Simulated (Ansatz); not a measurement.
## Ba(110) slab, 5 layers: phonons and vibrational spectra

Aim: the vibrations of Ba(110) slab, 5 layers, their spectra, and whether the structure is stable.

Method: DFT LDA, scalar-relativistic, plane waves, PAW; PAW set soft_1, in Ansatz 0.2.0.

### Step 1. The starting structure

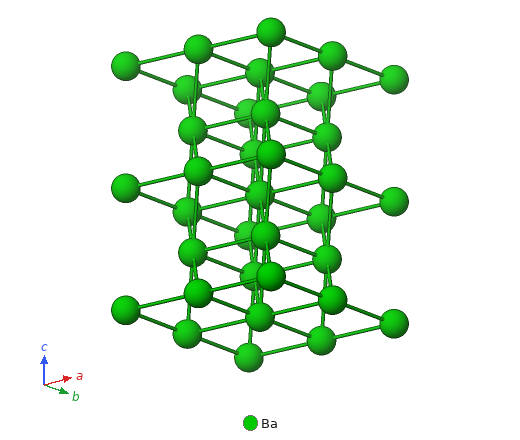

Start, viewed from a free direction; barium green. 2×2×1 cells are drawn. Some periodic images of atoms are drawn too.

The cell holds 5 atoms: 5 Ba. Its edges and angles: a = 4.347 Å, b = 4.347 Å, c = 27.199 Å, α = 90.0°, β = 90.0°, γ = 70.5°. It derives from Ba. Vacuum lies along c.

Structure file:

```cif
data_structure
_symmetry_space_group_name_H-M 'P 1'
_symmetry_Int_Tables_number 1
_cell_length_a 4.3475
_cell_length_b 4.3475
_cell_length_c 27.1987
_cell_angle_alpha 90.000
_cell_angle_beta 90.000
_cell_angle_gamma 70.529
_cell_volume 484.66
loop_
_atom_site_label
_atom_site_type_symbol
_atom_site_fract_x
_atom_site_fract_y
_atom_site_fract_z
_atom_site_occupancy
Ba1 Ba 0.00000 0.00000 0.23898 1
Ba2 Ba 0.50000 0.50000 0.36949 1
Ba3 Ba 0.00000 0.00000 0.50000 1
Ba4 Ba 0.50000 0.50000 0.63051 1
Ba5 Ba 0.00000 0.00000 0.76102 1
```

### Step 2. Relaxation

The cell and atoms are relaxed, since residual forces and stress would shift the frequencies.

The program solves this slab on a cell height of its own, 52.2 Å, in place of the one typed.

Input file input.yaml:

```yaml
crystal:
  lattice:
    - [2.51, 3.54968, 0.0]
    - [-2.51, 3.54968, 0.0]
    - [0.0, 0.0, 27.1987]
  atoms:
    - { symbol: Ba, position: [0.0, 0.0, 0.238982] }
    - { symbol: Ba, position: [0.5, 0.5, 0.369491] }
    - { symbol: Ba, position: [0.0, 0.0, 0.5] }
    - { symbol: Ba, position: [0.5, 0.5, 0.630509] }
    - { symbol: Ba, position: [0.0, 0.0, 0.761018] }
  periodic: [true, true, false]
kpoints:
  mp_grid: { grid: [10, 10, 1] }
hamiltonian:
  xc: lda
  pseudopotentials: { kind: paw, azcp: { folder: soft_1 }, xc_functional: pbe }
scf:
  occupations: { method: gaussian, width: 0.1 }
output:
  forces: true
  stress: true
  eigenvalues: true
  write_density: true
  write_potential: true
  elf: true
  volumetric_format: npy
relax:
  adjacent_minimum: "off"
  f_tol: 0.005
  max_steps: 80
  cell: { stress_2d_tol: 0.02 }
```

Command:

```console
ansatz run input.yaml --threads 4 --pin off --max-ram 16384MiB --backend cpu --events-out ev --progress --plain --runs-dir out
```

Numbers of over 12 decimals in the logs are rounded to 6 here.

Log:

```text
Warning: crystal.periodic: the lattice vector that does not repeat stood 0.000° off the slab's normal, 27.199 Å along it as the deck builds it. The run solves the slab on a vector along the normal, 52.197 Å long, with every atom where it was (on the deck's vector they left 13.00 Å outside them, and the widest stretch free of ions among them is 3.55 Å). A fractional position that the run reports is one of the run's ce [...]
crystal.periodic: the lattice vector that does not repeat stood 0.000° off the slab's normal, 27.199 Å along it as the deck builds it. The run solves the slab on a vector along the normal, 52.197 Å long, with every atom where it was (on the deck's vector they left 13.00 Å outside them, and the widest stretch free of ions among them is 3.55 Å). A fractional position that the run reports is one of the run's cell, which [...]
Engine: ansatz 0.2.0, aarch64-unknown-linux-gnu
Pseudopotentials: kind: paw
Pseudopotential: Ba, paw, valence charge 10, recommended cutoff 420 eV (normal), soft_1/Ba.paw.azcp
Functional definition: SPW92
  exchange = slater_x
  correlation = pw_c
Crystal: 5 atoms, lattice volume = 930.126 Å³
Basis set: ecut = 420 eV, 18221 PW (Γ)
Bands: 30, of which v1, the nominal top of the filled ones, is band 25 counted from 1 (24 counted from 0)
Symmetry: 8 space group operations
Space group: Cmmm (ITA 65), of the structure as read, at distance tolerance 9.8e-5 Å
k-points: 31 of 100
Non-local potential: Ba, projectors of the file, l = 0: 3, l = 1: 2, l = 2: 2, l = 3: 2
PAW form: soft (Blöchl's): semilocal exchange-correlation on the pseudo side does not see the compensation charge
PAW frozen core: Ba, regenerated for the run's functional, and the local potential with it (the file was generated under x = pbe(κ = 0.804, μ = 0.219515), c = pbe(β = 0.066725))
PAW one-centre angular grid: Ba, 194 points (default); XC on 64 Gauss nodes
Initial density: superposition of atomic densities (neutral atoms: chi_scale 0, normalization atom)
Initial wavefunctions: pseudopotential atomic-orbital guess
Functional: x = slater, c = lda
SCF iter   1: F=—  HF=-28898.414576 eV  |F-HF|=—  |Δ(HF+E_count)|=         —  Δρ=4.81e-3  dr2=1.16e1  ethr=3.10e-3  ⟨swp⟩=19.6  Hψ=8987  notcnv=0
preconditioner: auto → LDOS  [metal: Δε(μ)=0.021 eV  Ē_g=1.331 eV  σ=0.100 eV  W_gap=0.12  n_scr=70 (ndim 8)  ℏωp=3.9 eV  f_vac=0.604  D(μ)=5.45/eV (n_scr^D=16)  β→1.0]
SCF iter   2: F=—  HF=-28898.538722 eV  |F-HF|=—  |Δ(HF+E_count)|=   1.24e-1  Δρ=7.91e-3  dr2=4.57e1  ethr=3.10e-3  ⟨swp⟩=6.0  Hψ=2827  notcnv=0  defer=6  recentre
SCF iter   3: F=—  HF=-28897.714912 eV  |F-HF|=—  |Δ(HF+E_count)|=   8.24e-1  Δρ=2.46e-3  dr2=3.12e0  ethr=3.10e-3  ⟨swp⟩=4.8  Hψ=2553  notcnv=0
SCF iter   4: F=—  HF=-28897.489037 eV  |F-HF|=—  |Δ(HF+E_count)|=   2.26e-1  Δρ=5.87e-4  dr2=7.29e-2  ethr=3.10e-3  ⟨swp⟩=3.5  Hψ=1718  notcnv=0  defer=2
SCF iter   5: F=—  HF=-28897.494038 eV  |F-HF|=—  |Δ(HF+E_count)|=   5.00e-3  Δρ=5.57e-4  dr2=1.67e-1  ethr=1.46e-4  ⟨swp⟩=2.7  Hψ=1535  notcnv=0  defer=5
SCF iter   6: F=—  HF=-28897.487013 eV  |F-HF|=—  |Δ(HF+E_count)|=   7.02e-3  Δρ=2.23e-4  dr2=2.19e-2  ethr=1.46e-4  ⟨swp⟩=2.0  Hψ=1107  notcnv=0  defer=5
SCF iter   7: F=—  HF=-28897.486214 eV  |F-HF|=—  |Δ(HF+E_count)|=   8.00e-4  Δρ=9.58e-5  dr2=3.65e-3  ethr=4.37e-5  ⟨swp⟩=1.4  Hψ=1059  notcnv=0  defer=5
SCF iter   8: F=—  HF=-28897.486092 eV  |F-HF|=—  |Δ(HF+E_count)|=   1.21e-4  Δρ=3.04e-5  dr2=1.02e-4  ethr=7.31e-6  ⟨swp⟩=2.0  Hψ=1083  notcnv=0  defer=5
SCF iter   9: F=—  HF=-28897.486101 eV  |F-HF|=—  |Δ(HF+E_count)|=   8.67e-6  Δρ=8.65e-6  dr2=1.28e-5  ethr=2.03e-7  ⟨swp⟩=2.6  Hψ=1433  notcnv=0  defer=5
SCF iter  10: F=—  HF=-28897.486040 eV  |F-HF|=—  |Δ(HF+E_count)|=   6.13e-5  Δρ=2.85e-6  dr2=2.29e-6  ethr=2.56e-8  ⟨swp⟩=2.2  Hψ=1232  notcnv=0  defer=5
iter 11 did not close the SCF: its close was put off until two iterations running show no level that it waits for move by more than its bar (scf_convergence_deferred on its scf_iter line)
SCF iter  11: F=-28897.486040 eV  HF=-28897.486040 eV  |F-HF|=8.32e-9  |Δ(HF+E_count)|=   4.15e-8  Δρ=1.04e-6  dr2=2.38e-8  ethr=2.00e-10  ⟨swp⟩=24.9  Hψ=11465  notcnv=0
iter 12 did not close the SCF: its close was put off until two iterations running show no level that it waits for move by more than its bar (scf_convergence_deferred on its scf_iter line)
SCF iter  12: F=-28897.486040 eV  HF=-28897.486040 eV  |F-HF|=6.40e-9  |Δ(HF+E_count)|=   1.10e-9  Δρ=3.58e-7  dr2=8.43e-9  ethr=4.77e-11  ⟨swp⟩=10.5  Hψ=7064  notcnv=0
SCF iter  13: F=-28897.486040 eV  HF=-28897.486040 eV  |F-HF|=1.16e-10  |Δ(HF+E_count)|=  2.55e-10  Δρ=1.31e-7  dr2=2.94e-10  ethr=1.69e-11  ⟨swp⟩=9.8  Hψ=6906  notcnv=0
SCF 1 converged in 13 iterations: F = -28897.486040 eV  dr2 = 2.94e-10
  greatest PAW one-centre occupation: 0.961 electrons in one spin orbital (limit 2), on the Ba atom at site 4 (counted from 0), in its partial waves of l = 0
relax step   1: F+E_penalty+E_count = -28897.48603983 eV  Δ(F+E_penalty+E_count) = +0.000e0 eV  max|allowed force component| = 2.043e-1 eV/Å  Δτ_max = 0.0000 Å  P = -2.413 N/m  Ω = 930.126 Å³  fix = [c, alpha, beta]  reactions: c +0.000 N/m  (13 SCF iters, dr2 threshold 1.00e-7 eV, accepted)
Crystal: 5 atoms, lattice volume = 910.715 Å³
Basis set: ecut = 420 eV, 17817 PW (Γ)
Initial density: handed on by an earlier stage of this run
Initial wavefunctions: those handed on with the density
iter 1 solved again at ethr=1.36e-3 eV; its pass at ethr=3.10e-3 eV (dr2=6.79e-1 eV) is discarded
SCF iter   1: F=—  HF=-28897.612615 eV  |F-HF|=—  |Δ(HF+E_count)|=         —  Δρ=1.31e-3  dr2=5.96e-1  ethr=1.36e-3  ⟨swp⟩=2.0  Hψ=6444  notcnv=0
preconditioner: auto → LDOS  [metal: Δε(μ)=0.026 eV  Ē_g=1.287 eV  σ=0.100 eV  W_gap=0.15  n_scr=70 (ndim 8)  ℏωp=3.9 eV  f_vac=0.625  D(μ)=5.02/eV (n_scr^D=16)  β→1.0]
SCF iter   2: F=—  HF=-28897.596261 eV  |F-HF|=—  |Δ(HF+E_count)|=   1.64e-2  Δρ=8.81e-4  dr2=3.03e-1  ethr=1.19e-3  ⟨swp⟩=2.7  Hψ=1265  notcnv=0
SCF iter   3: F=—  HF=-28897.585234 eV  |F-HF|=—  |Δ(HF+E_count)|=   1.10e-2  Δρ=1.68e-4  dr2=5.10e-3  ethr=6.07e-4  ⟨swp⟩=2.0  Hψ=1374  notcnv=0
SCF iter   4: F=—  HF=-28897.584200 eV  |F-HF|=—  |Δ(HF+E_count)|=   1.03e-3  Δρ=4.80e-5  dr2=8.58e-5  ethr=1.02e-5  ⟨swp⟩=2.1  Hψ=1438  notcnv=0
SCF iter   5: F=—  HF=-28897.584185 eV  |F-HF|=—  |Δ(HF+E_count)|=   1.45e-5  Δρ=3.08e-5  dr2=5.42e-5  ethr=1.72e-7  ⟨swp⟩=3.2  Hψ=1969  notcnv=0
SCF iter   6: F=—  HF=-28897.584178 eV  |F-HF|=—  |Δ(HF+E_count)|=   6.70e-6  Δρ=7.28e-6  dr2=6.76e-6  ethr=1.08e-7  ⟨swp⟩=2.1  Hψ=1488  notcnv=0
[...]
SCF iter   7: F=—  HF=-28897.696414 eV  |F-HF|=—  |Δ(HF+E_count)|=   5.14e-7  Δρ=3.02e-6  dr2=1.36e-6  ethr=1.98e-8  ⟨swp⟩=2.0  Hψ=1274  notcnv=0
SCF iter   8: F=-28897.696414 eV  HF=-28897.696414 eV  |F-HF|=5.78e-9  |Δ(HF+E_count)|=   1.03e-7  Δρ=4.82e-7  dr2=1.23e-8  ethr=1.00e-9  ⟨swp⟩=22.1  Hψ=10573  notcnv=0
SCF 3 converged in 8 iterations: F = -28897.696414 eV  dr2 = 1.23e-8
relax step   3: F+E_penalty+E_count = -28897.69641434 eV  Δ(F+E_penalty+E_count) = -1.122e-1 eV  max|allowed force component| = 6.319e-2 eV/Å  Δτ_max = 0.1930 Å  P = -0.940 N/m  Ω = 864.984 Å³  energy of the carried Pulay correction = +5.496e-4 eV  fix = [c, alpha, beta]  reactions: c +0.000 N/m  (8 SCF iters, dr2 threshold 5.00e-7 eV, accepted)
[...]
relax step   4: F+E_penalty+E_count = -28897.70549759 eV  Δ(F+E_penalty+E_count) = -9.083e-3 eV  max|allowed force component| = 1.584e-1 eV/Å  Δτ_max = 0.1948 Å  P = +0.282 N/m  Ω = 821.094 Å³  energy of the carried Pulay correction = +9.431e-4 eV  fix = [c, alpha, beta]  reactions: c +0.000 N/m  (9 SCF iters, dr2 threshold 4.95e-7 eV, accepted)
[...]
relax step   5: F+E_penalty+E_count = -28897.72293652 eV  Δ(F+E_penalty+E_count) = -1.744e-2 eV  max|allowed force component| = 2.938e-2 eV/Å  Δτ_max = 0.1384 Å  P = +0.075 N/m  Ω = 826.033 Å³  energy of the carried Pulay correction = +8.978e-4 eV  fix = [c, alpha, beta]  reactions: c +0.000 N/m  (9 SCF iters, dr2 threshold 5.00e-7 eV, accepted)
[...]
relax step   6: F+E_penalty+E_count = -28897.72569990 eV  Δ(F+E_penalty+E_count) = -2.763e-3 eV  max|allowed force component| = 1.896e-2 eV/Å  Δτ_max = 0.0397 Å  P = +0.100 N/m  Ω = 821.752 Å³  energy of the carried Pulay correction = +9.371e-4 eV  fix = [c, alpha, beta]  reactions: c +0.000 N/m  (7 SCF iters, dr2 threshold 5.39e-8 eV, accepted)
[...]
relax step   7: F+E_penalty+E_count = -28897.72638478 eV  Δ(F+E_penalty+E_count) = -6.849e-4 eV  max|allowed force component| = 5.540e-4 eV/Å  Δτ_max = 0.0189 Å  P = +0.019 N/m  Ω = 823.336 Å³  energy of the carried Pulay correction = +9.225e-4 eV  fix = [c, alpha, beta]  reactions: c +0.000 N/m  (9 SCF iters, dr2 threshold 2.25e-8 eV, accepted)
[...]
relax step   8: F+E_penalty+E_count = -28897.72643040 eV  Δ(F+E_penalty+E_count) = -4.561e-5 eV  max|allowed force component| = 8.844e-4 eV/Å  Δτ_max = 0.0062 Å  P = +0.007 N/m  Ω = 823.181 Å³  energy of the carried Pulay correction = +9.239e-4 eV  fix = [c, alpha, beta]  reactions: c +0.000 N/m  (11 SCF iters, accepted)
Initial wavefunctions: pseudopotential atomic-orbital guess (no wavefunctions were taken with the density)
iter 1 solved again at ethr=2.65e-7 eV; its pass at ethr=3.10e-3 eV (dr2=1.33e-4 eV) is discarded
SCF iter   1: F=—  HF=-28897.725096 eV  |F-HF|=—  |Δ(HF+E_count)|=         —  Δρ=2.43e-5  dr2=4.68e-7  ethr=2.65e-7  ⟨swp⟩=9.4  Hψ=13605  notcnv=0
preconditioner: auto → LDOS  [metal: Δε(μ)=0.031 eV  Ē_g=1.268 eV  σ=0.100 eV  W_gap=0.17  n_scr=56 (ndim 8)  ℏωp=4.1 eV  f_vac=0.631  D(μ)=5.07/eV (n_scr^D=16)  β→1.0]
SCF iter   2: F=—  HF=-28897.725230 eV  |F-HF|=—  |Δ(HF+E_count)|=   1.35e-4  Δρ=1.04e-6  dr2=7.62e-9  ethr=9.35e-10  ⟨swp⟩=4.1  Hψ=2490  notcnv=0
SCF iter   3: F=—  HF=-28897.725230 eV  |F-HF|=—  |Δ(HF+E_count)|=   1.11e-8  Δρ=3.79e-7  dr2=2.57e-9  ethr=1.52e-11  ⟨swp⟩=3.4  Hψ=2257  notcnv=0
SCF iter   4: F=—  HF=-28897.725230 eV  |F-HF|=—  |Δ(HF+E_count)|=  3.09e-10  Δρ=1.14e-7  dr2=1.22e-10  ethr=5.15e-12  ⟨swp⟩=2.2  Hψ=1625  notcnv=0
SCF iter   5: F=—  HF=-28897.725230 eV  |F-HF|=—  |Δ(HF+E_count)|=  4.00e-11  Δρ=2.72e-8  dr2=8.70e-12  ethr=1.00e-12  ⟨swp⟩=2.2  Hψ=1407  notcnv=0
SCF iter   6: F=-28897.725230 eV  HF=-28897.725230 eV  |F-HF|=2.18e-11  |Δ(HF+E_count)|=  1.82e-11  Δρ=5.14e-9  dr2=1.18e-12  ethr=1.00e-12  ⟨swp⟩=10.7  Hψ=6023  notcnv=0
SCF 9 converged in 6 iterations: F = -28897.725230 eV  dr2 = 1.18e-12
relax step   9: F+E_penalty+E_count = -28897.72523043 eV  Δ(F+E_penalty+E_count) = +1.200e-3 eV  max|allowed force component| = 8.226e-4 eV/Å  Δτ_max = 0.0000 Å  P = +0.010 N/m  Ω = 823.181 Å³  fix = [c, alpha, beta]  reactions: c +0.000 N/m  stress off target by 1.50e-2 N/m on what of the cell is left free  SCF on the basis re-selected at this cell (its energy is not comparable with the rows above)  (6 SCF iters)
basis re-selected at this cell: Δ(F+E_penalty+E_count) = +1.200e-3 eV, ΔP = +0.003 N/m vs the last step (what re-selecting the basis moved, of the pressure what is left beyond the Pulay correction that the steps carried, after the strain that the cell walked since its last selection, with what the two solves' SCF thresholds leave and, on support functions, any second-order correction that the steps lacked; it is no m [...]
WARN: The output density's exchange-correlation potential varies sharply where the density is thin. Do not read a vacuum level from v_tot or v_xc, or from such a field of the output density. On a cell that repeats whose density bears no net charge and no dipole along the vacuum's axis use v_es (v_loc + v_h of the components); under efield.dipole_correction with no amplitude use v_es + v_field, which holds any externa [...]
SCF converged after 6 iterations
Free energy (F): -28897.725230 eV
Harris-Foulkes:  -28897.725230 eV  (|F-HF|=2.18e-11)
Internal energy: -28897.699902 eV  (E = F + TS)
E sigma→0 (E₀):  -28897.712566 eV
Entropy (-TS):   -0.025328 eV (-5.066 meV/atom)
Fermi energy:    -2.601416 eV
--- Per-component energies (eV) ---
  E_band       = -841.350748
  E_kinetic    = 789.826186
  E_local      = -109201.619344  (includes V_loc(G=0)·N_el)
  E_nonlocal   = 482.391365
  E_hartree    = 53971.321710
  E_xc         = -974.248044
  E_vxc        = -632.056251  (∫ρ·V_xc dr)
  E_paw        = -25137.983726  (= ΣΔE_a)
  E_vpaw       = -222.536391  (= ΣTr[D̂ρ^β])
  E_aug_tail   = -0.000018  (compensation charges beyond the density's cutoff)
  E_ewald      = 51171.199369
  E_core_change = 1.412599  (= ΣΔE_core)
  E_smearing   = -0.025328  (= −TS)
  E_closure    = 0.000000  (closes the sum)
  Σ components = -28897.725230   (vs F -28897.725230, Δ=0.00e0)
--- Forces (eV/Å), atoms counted from 1 ---
  atom   1  Ba     0.00000000     0.00000000     0.00082262
  atom   2  Ba     0.00000000     0.00000000    -0.00036524
  atom   3  Ba     0.00000000    -0.00000000     0.00000000
  atom   4  Ba     0.00000000    -0.00000000     0.00036524
  atom   5  Ba     0.00000000     0.00000000    -0.00082262
  max |Σ_I F_I| component: 1.08e-19 eV/Å
--- 2D stress c σ (N/m, compression-positive) ---
        0.004709       0.000000       0.000000
        0.000000       0.014959       0.000000
        0.000000       0.000000       0.000000
  P = ½ c Tr σ = 0.0098 N/m
--- Band table (eV; the first three rows and the last of 31) ---
  k-point 0: bands = [... 21 lower, -4.9595, -4.4528, -3.9533, -3.6894, -2.2291, -2.2012, -1.7597 (-1.7597°), -1.6647, ... 1 higher]
  k-point 1: bands = [... 21 lower, -4.7940, -4.2940, -3.7866, -3.5102, -2.1991, -2.1625, -1.7809, -1.7031, ... 1 higher]
  k-point 2: bands = [... 21 lower, -4.3632, -3.9082, -3.4006, -3.0643, -2.1623, -2.1461, -1.8836, -1.8666, ... 1 higher]
  k-point 30: bands = [... 21 lower, -3.3163, -3.2914, -3.2891, -3.1034, -3.0284, -2.9965, -2.4395, -1.6933, ... 1 higher]
  ° read free of the cell's end (the report's vacuum.weakly_bound_levels)
--- Relaxed structure (8 steps of the walk, 8 accepted, 1 SCFs on fresh bases) ---
  F+E_penalty+E_count = -28897.72523043 eV   max|allowed force component| = 8.226e-4 eV/Å   (the final SCF, on the basis selected at the relaxed cell)
  cell:  # Å, volume = 823.1811 Å³
    - [2.308233, 3.416150, 0.0]
    - [-2.308233, 3.416150, 0.0]
    - [0.0, 0.0, 52.197401]
  atoms:
    - { symbol: Ba, position: [0, 0, 0.131073] }
    - { symbol: Ba, position: [0.5, 0.5, 0.195191] }
    - { symbol: Ba, position: [0, 0, 0.260537] }
    - { symbol: Ba, position: [0.5, 0.5, 0.325883] }
    - { symbol: Ba, position: [0, 0, 0.390000] }
```

Wall time 3 min (4 threads of Arm Neoverse V2, shared host); peak memory 1.6 GiB; 12 min of CPU time.

The steps of the relaxation:

| step | energy less that of the first step (eV) | largest force component (eV/Å) | volume (Å³) |
| --- | --- | --- | --- |
| 1 | 0.0000 | 0.2043 | 930.13 |
| 2 | -0.0981 | 0.1454 | 910.72 |
| 3 | -0.2104 | 0.0632 | 864.98 |
| 4 | -0.2195 | 0.1584 | 821.09 |
| 5 | -0.2369 | 0.0294 | 826.03 |
| 6 | -0.2397 | 0.0190 | 821.75 |
| 7 | -0.2403 | 0.0006 | 823.34 |
| 8 | -0.2404 | 0.0009 | 823.18 |
| 9* | -0.2392 | 0.0008 | 823.18 |

Relaxation steps marked * repeat the geometry before them on a plane-wave basis chosen anew for their cell, so energy and pressure can jump there.

Forces are held to the 8 operations that the run works with; a distortion that breaks them can't arise in this run.

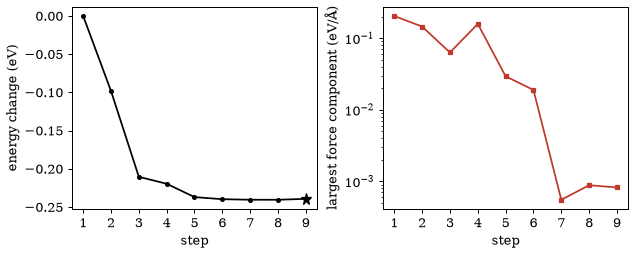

Energy and largest force along the relaxation. Stars mark steps on a basis chosen anew.

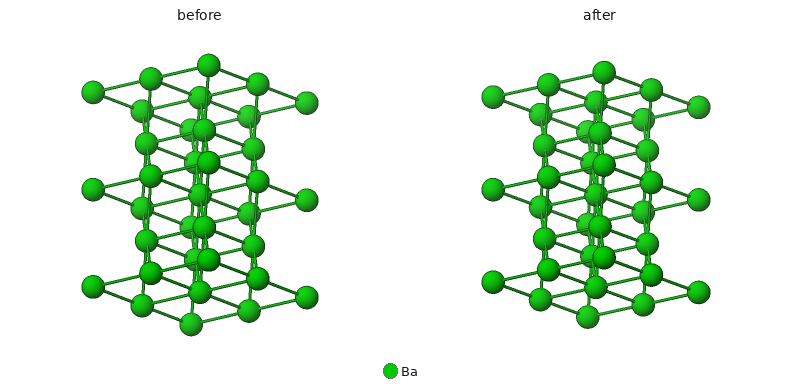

The structure before and after the relaxation, drawn at the same scale.

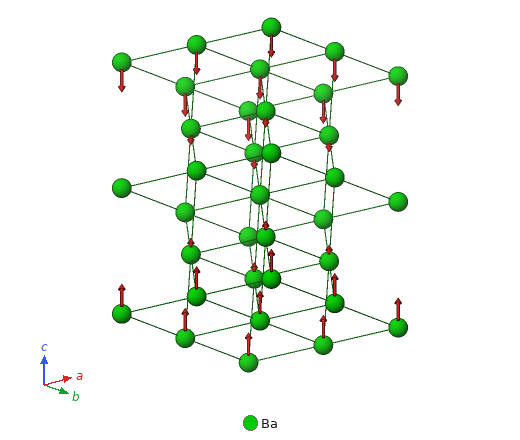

Displacements in the relaxation, exaggerated, measured against the changing cell; the longest in the cell stands for 0.34 Å. 2×2×1 cells are drawn. Some periodic images of atoms are drawn too.

| cell as run | before | after | change |
| --- | --- | --- | --- |
| a (Å) | 4.347 | 4.123 | -5.2 % |
| b (Å) | 4.347 | 4.123 | -5.2 % |
| γ (°) | 70.53 | 68.09 | -3.5 % |

The atoms that moved most (Å, along periodic axes as changes of fractional coordinates times the final cell, across vacuum about the mean position):

| atom | dx | dy | dz | length |
| --- | --- | --- | --- | --- |
| Ba5 | 0.000 | 0.000 | -0.342 | 0.342 |
| Ba1 | 0.000 | 0.000 | 0.342 | 0.342 |
| Ba2 | 0.000 | 0.000 | 0.139 | 0.139 |
| Ba4 | 0.000 | 0.000 | -0.139 | 0.139 |

The relaxed structure:

```xyz
5
Lattice="2.3082 3.4161 0.0000 -2.3082 3.4161 0.0000 0.0000 0.0000 52.1974" Properties=species:S:1:pos:R:3
Ba    0.0000    0.0000    6.8417
Ba    0.0000    3.4161   10.1884
Ba    0.0000    0.0000   13.5994
Ba    0.0000    3.4161   17.0103
Ba    0.0000    0.0000   20.3570
```

Numbers from this step:

```yaml
gap_on_the_k_mesh: 0 eV
area_per_atom: 3.154 Å²
```

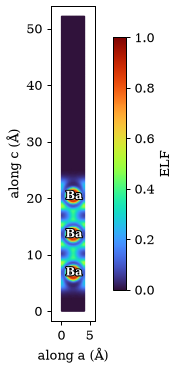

ELF in the ac plane at fractional y = 0.000, with atoms of Ba within 0.2 Å of it. It is the smooth field of the valence electrons, not physical close to the nuclei. The map starts off the cell's origin, so that atoms lie inside it.

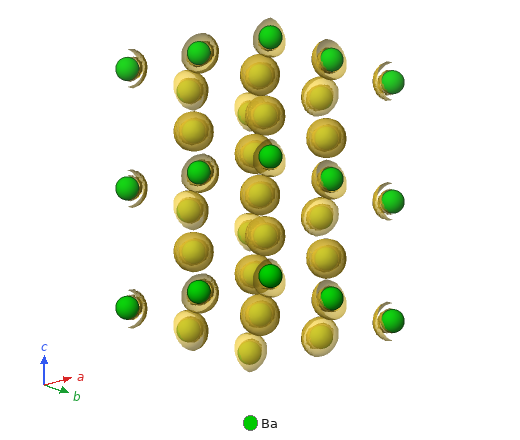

Surface of ELF = 0.8. 2×2×1 cells are drawn.

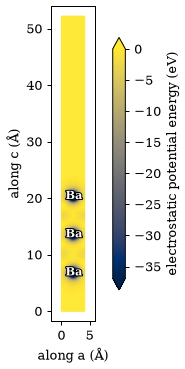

Electrostatic potential energy in the ac plane at fractional y = 0.000, with atoms of Ba within 0.2 Å of it. With pseudopotentials it is smooth inside the atoms' cores, unlike the true potential. The map starts off the cell's origin, so that atoms lie inside it.

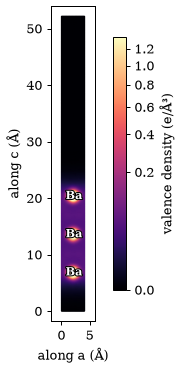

Valence density in the ac plane at fractional y = 0.000, with atoms of Ba within 0.2 Å of it. It is the smooth field of the valence electrons, not physical close to the nuclei. The map starts off the cell's origin, so that atoms lie inside it. The colour scale is stretched toward low values.

(Part 1 of 2 ends here.)

[Logs are printed without paths, hosts, clocks, repeated set-up lines and the standing remarks that a program may print on its own settings, such as how far it seeks lower states.]

[Hosts, paths, dates, database ids (printed as entryN), source tags and the programs' standing remarks are cut or masked in the printed files.]
